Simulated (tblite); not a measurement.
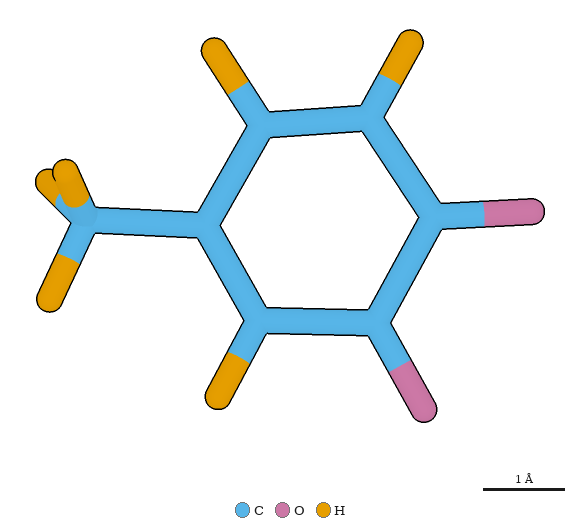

This is the input geometry for a relaxation of C7H6O2. A stick model, seen face on.

All numbers below come from tblite 0.8.0, GFN2-xTB geometry optimisation, gas phase.

```xyz
15

C    -2.1943   -0.3173   -0.1026
C    -0.7146   -0.1646   -0.0364
C     0.1076   -1.2314    0.1393
C     1.5660   -1.0452    0.1977
O     2.3047   -2.0165    0.3618
C     2.1053    0.3703    0.0839
O     3.3081    0.6151    0.1296
C     1.1301    1.4629   -0.0857
C    -0.1783    1.1738   -0.1380
H    -2.5210   -1.3610   -0.0042
H    -2.6883    0.2470    0.7028
H    -2.5820    0.0563   -1.0588
H    -0.2682   -2.2440    0.2333
H     1.5186    2.4636   -0.1769
H    -0.8981    1.9990   -0.2676
```

> What does the optimiser find from here?

The largest move after the best rigid fit is that of O7, 0.030 Å. By element the largest moves are O 0.030 Å, H 0.027 Å, C 0.025 Å. Among the contacts that change: C4–C6 1.519 → 1.541 Å, C9–H15 1.103 → 1.082 Å, C4–O5 1.231 → 1.212 Å, C3–C4 1.471 → 1.458 Å. Bond angles that change, for instance: O7–C6–C8 120.3° → 123.1°, C6–C8–C9 119.3° → 121.8°, C2–C3–C4 120.4° → 122.8°. After 13 geometry steps the energy has fallen by 0.081 eV.

The structure at the end:

```xyz
15

C    -2.2056   -0.3203   -0.1010
C    -0.7240   -0.1641   -0.0284
C     0.1120   -1.2079    0.1367
C     1.5605   -1.0573    0.2079
O     2.3178   -1.9924    0.3566
C     2.1136    0.3757    0.0839
O     3.3048    0.5849    0.1313
C     1.1211    1.4401   -0.0895
C    -0.1929    1.1801   -0.1410
H    -2.4983   -1.3616   -0.0049
H    -2.6802    0.2558    0.6929
H    -2.5754    0.0653   -1.0506
H    -0.2605   -2.2189    0.2255
H     1.5089    2.4453   -0.1727
H    -0.9061    1.9833   -0.2687
```
